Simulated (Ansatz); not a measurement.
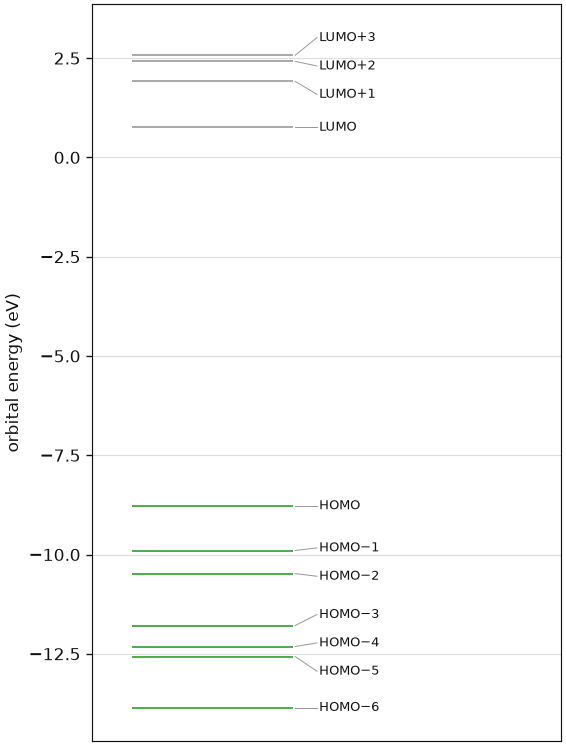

Kohn-Sham orbital energies near the frontier, ωB97X-V/def2-TZVPP with the Ansatz code, at a PBE0-D4/def2-TZVP geometry (no frequency check), isolated molecule; empty levels in grey, levels within 0.03 eV side by side.

Which molecule has this level scheme?
A. SiSbNH₆O, SMILES N[SiH2][SbH][OH], singlet
B. C₂H₄FNOSi, SMILES F[C@]1([SiH3])N=CO1
C. C₂H₂FNSe, SMILES F[C@H]1N=C[Se]1

Answer. Option A. HOMO −8.77 eV, LUMO 0.76 eV, separation 9.53 eV.

Caveats: core potentials past krypton; spin-orbit coupling is left out, and with Sb it can shift these levels and split any degenerate set; one conformer of a flexible molecule; empty levels above zero depend strongly on the basis.
